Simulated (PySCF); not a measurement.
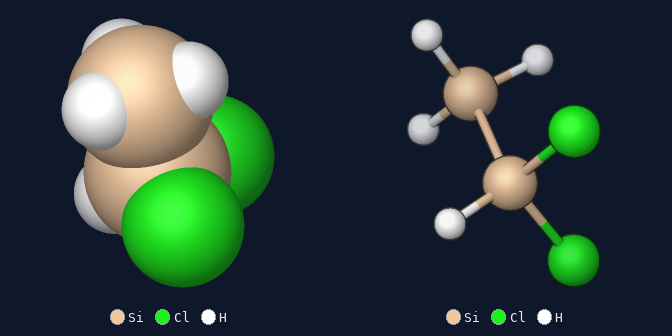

Two views of one molecule.

Computed geometry: PBE0-D3(BJ)/def2-SVP optimisation. No frequency run is at hand to confirm it as a minimum.

**Which formula does it have?**

Cl₂H₄Si₂, 8 atoms: 2 chlorine, 4 hydrogen and 2 silicon.

**Describe its rings.**

It has no ring.

**Count the bonded pairs by element.**

4 Si–H, 2 Cl–Si, 1 Si–Si.

**Name some functional groups or characteristic bonds that it holds.**

Among them: Si–H bond.

The parts below concern this one geometry. Atoms keep their numbers from picture to picture.

**Shape**

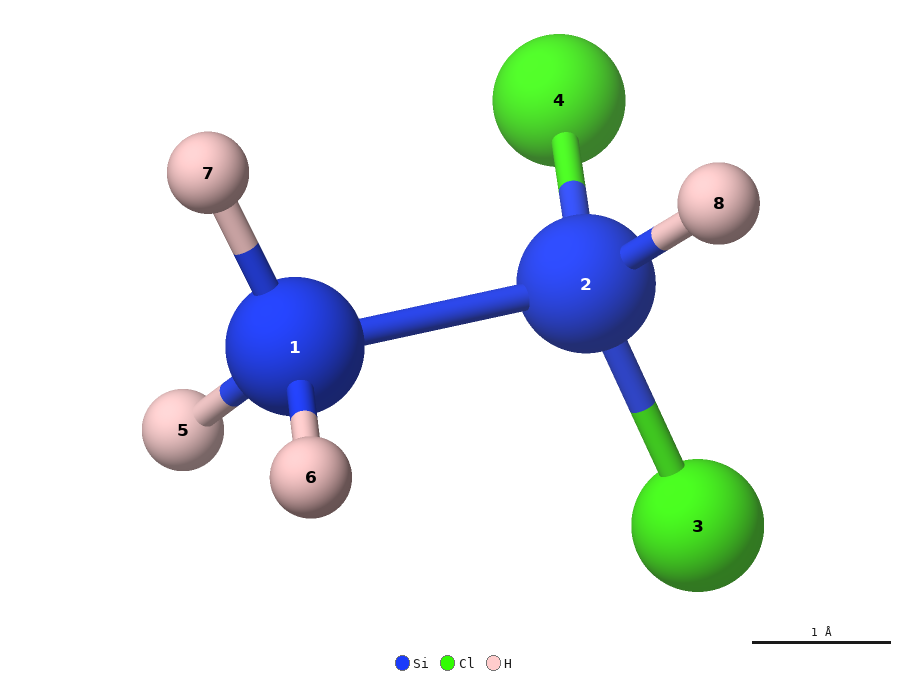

Numbered structure. No frequency run is at hand to confirm it as a minimum.

**What is the geometry at Si1?**

Si1 has 4 neighbours (Si2 at 2.34, H5 at 1.49, H6 at 1.49, H7 at 1.49 Å); the arrangement is tetrahedral.

**How are the neighbours of atom 2 arranged?**

Si2 has 4 neighbours (Si1 at 2.34, Cl3 at 2.07, Cl4 at 2.07, H8 at 1.49 Å); the arrangement is tetrahedral.

**Dipole moment**

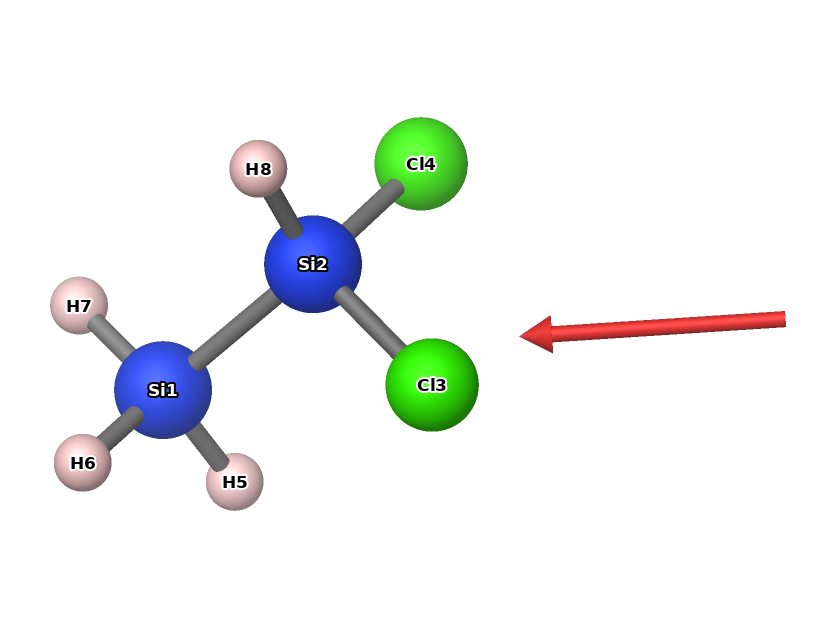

The arrow beside the molecule shows the direction of the dipole moment, from the negative to the positive end (its length means nothing). No frequency run is at hand to confirm it as a minimum. Properties computed with PBE0/def2-SVP, gas phase (PySCF 2.14.0).

**How large is the dipole moment?**

1.59 D; it points from the side of Cl3, Cl4 to the side of H6, H7 (the outermost atoms at the two ends).

**Excitation**

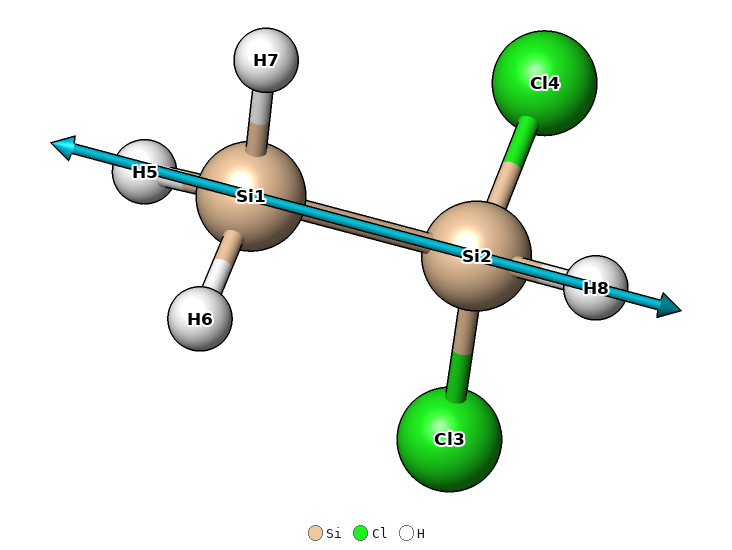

The double arrow shows the direction of the transition dipole to excited singlet state 3 (its length means nothing). No frequency run is at hand to confirm it as a minimum. Level of theory: TDDFT PBE0/aug-cc-pVTZ, vertical, gas phase, core orbitals frozen in the response (PySCF 2.14.0).

**Where does the transition lie, and how strong is it?**

7.07 eV (175 nm), oscillator strength 0.066, mainly HOMO → LUMO+2 (weight 0.87); transition dipole 1.57 D.

**Spin–spin coupling**

No frequency run is at hand to confirm it as a minimum. Method: B3LYP/cc-pVTZ indirect spin-spin coupling, non-relativistic, gas phase (PySCF 2.14.0). Isotopes: 1H, 29Si.

Give the spin–spin coupling constants of these pairs, with the number of bonds between them: Si1/H7, Si1/Si2, Si1/H6, Si1/H8, H6/H7, H5/H8.

```csv
pair,bonds apart,J (Hz)
"Si1, H7",1,−157.7
"Si1, Si2",1,88.7
"Si1, H6",1,−157.5
"Si1, H8",2,−24.6
"H6, H7",2,2.1
"H5, H8",3,8.9
```
